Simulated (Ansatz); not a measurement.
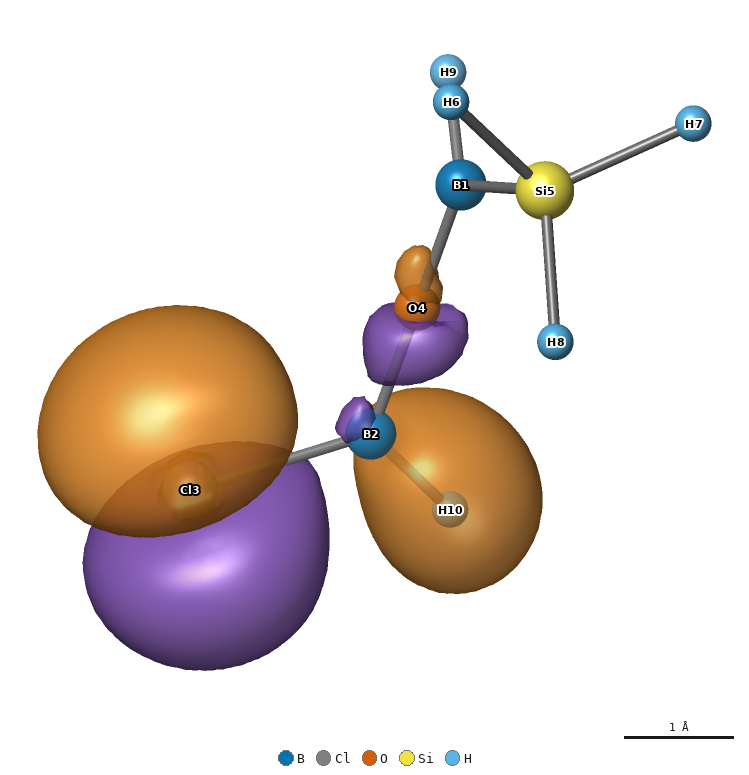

*B2ClH5OSi (SMILES [SiH3]BOBCl). The HOMO−1 at ±0.1 Å⁻³ᐟ² (orange and purple are the two phases), seen at an oblique angle.*

Geometry: r2SCAN-D4/def2-SVP.

All numbers below come from isolated molecule in a Gaussian basis; Kohn-Sham density functional theory, functional PBE0 (Ansatz).

```yaml
atoms:
  - { symbol: B, position_ang: [-0.2045, 0.8210, -0.2251] }
  - { symbol: B, position_ang: [-0.3502, -0.2110, -2.6880] }
  - { symbol: Cl, position_ang: [-0.5831, 0.9013, -4.0375] }
  - { symbol: O, position_ang: [-0.2216, 0.2771, -1.4538] }
  - { symbol: Si, position_ang: [-1.9318, 1.1153, 0.8098] }
  - { symbol: H, position_ang: [-2.1052, 2.5776, 1.0852] }
  - { symbol: H, position_ang: [-1.8570, 0.4191, 2.1339] }
  - { symbol: H, position_ang: [-3.1359, 0.6195, 0.0728] }
  - { symbol: H, position_ang: [0.8808, 1.1214, 0.2272] }
  - { symbol: H, position_ang: [-0.3042, -1.3947, -2.8890] }
```

> What is the character of this orbital?

It lies mainly on Cl3 (about 80 %), B2 (about 10 %) and H10 (about 10 %); largely a lone pair of Cl3. Its energy is −9.20 eV.
